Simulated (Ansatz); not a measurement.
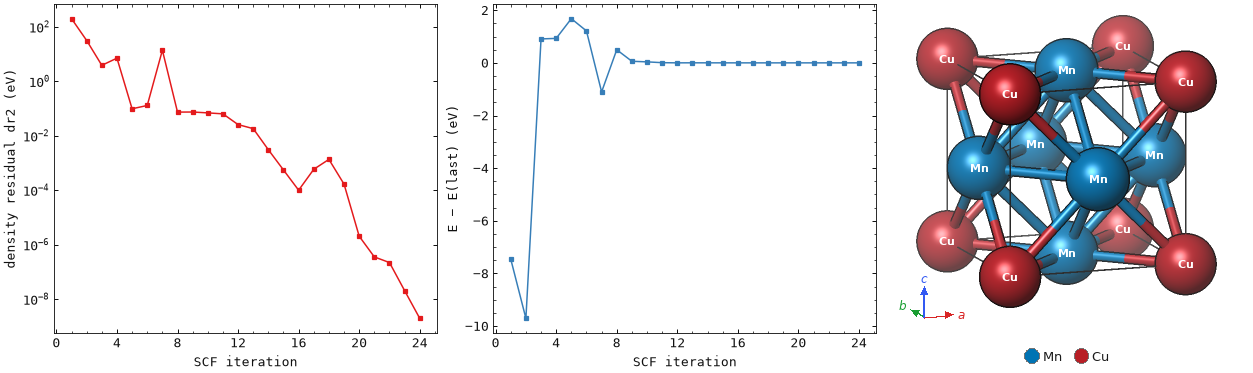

Beside the plot: the structure in its conventional cell.

The plot shows the SCF iterations of a calculation: density residual dr2, Harris–Foulkes energy less its last value. dr2 is the charge part; the magnetisation has a residual of its own.

System: Mn$_{3}$Cu (Pm-3m, 4 atoms in the cell; far from its equilibrium volume).
Method: DFT PBE, scalar-relativistic, plane waves, PAW in Ansatz; cutoff 420 eV, 12×12×12 k-mesh, Gaussian smearing of 0.1 eV, collinear spins.

How did this run end?

Converged, in 24 iterations. The residual falls unevenly and jumps up by a factor of two or more 3 times on the way down, most sharply at step 7 (by a factor of about 100). The program keeps the magnetisation out of the quasi-Newton mixer until iteration 5 and then restarts the mixer with it.
